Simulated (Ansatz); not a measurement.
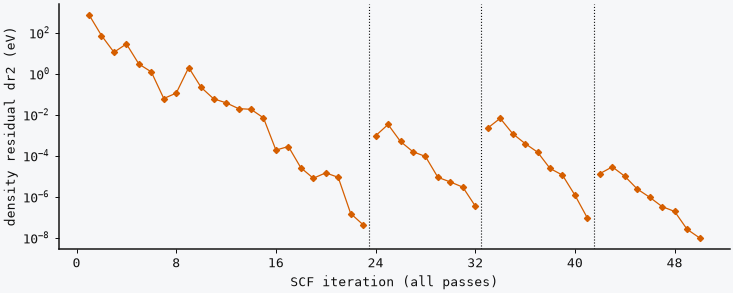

The plot shows the SCF iterations of a calculation: density residual dr2. Each stretch between dotted lines is the SCF of one geometry step of a relaxation.

CuNi5 (6 atoms in the cell), run with Ansatz.

```
crystal:
  lattice:
    - [2.4911982921, -2.89e-08, 0.0]
    - [-1.2455991211, 2.1574410213, 0.0]
    - [0.0, 0.0, 12.3539738]
  atoms:
    - { symbol: Cu, position: [0.6666666667, 0.3333333333, 0.0] }
    - { symbol: Ni, position: [0.3333333333, 0.6666666667, 0.829656], spin: 0.54, spin_axis: [0, 0, 1] }
    - { symbol: Ni, position: [0.3333333333, 0.6666666667, 0.170344], spin: 0.54, spin_axis: [0, 0, 1] }
    - { symbol: Ni, position: [0.3333333333, 0.6666666667, 0.5], spin: 0.74, spin_axis: [0, 0, 1] }
    - { symbol: Ni, position: [0.6666666667, 0.3333333333, 0.334886], spin: 0.74, spin_axis: [0, 0, 1] }
    - { symbol: Ni, position: [0.6666666667, 0.3333333333, 0.665114], spin: 0.74, spin_axis: [0, 0, 1] }
basis:
  ecutwfc: 420
kpoints:
  mp_grid: { grid: [18, 18, 4] }
hamiltonian:
  xc: pbe
  hubbard: { sites: [{ species: Cu, l: d, u_eff: 2.0 }], double_counting: fll }
  pseudopotentials: { kind: paw_fr }
scf:
  occupations: { method: gaussian, width: 0.2 }
output:
  forces: true
  eigenvalues: true
  stress: true
magnetization:
  noncollinear: true
  spin_orbit: true
relax:
  adjacent_minimum: "off"
  f_tol: 0.1
  max_steps: 60
  cell: { stress_tol: 0.01 }
  max_displacement: 0.3
```

Run as:
```bash
ansatz run input.yaml --threads 4 --pin off --max-ram 8192MiB --backend cpu --events-out ev --progress --plain --runs-dir out
```

> Was self-consistency reached?

It was still iterating, at step 50, when the time limit ended it. There are 4 passes, of 23, 9, 9 and 9 iterations. In pass 4, the residual is still falling at the last step (down to 10⁻⁸). The program keeps the magnetisation out of the quasi-Newton mixer until iteration 7 and then restarts the mixer with it.
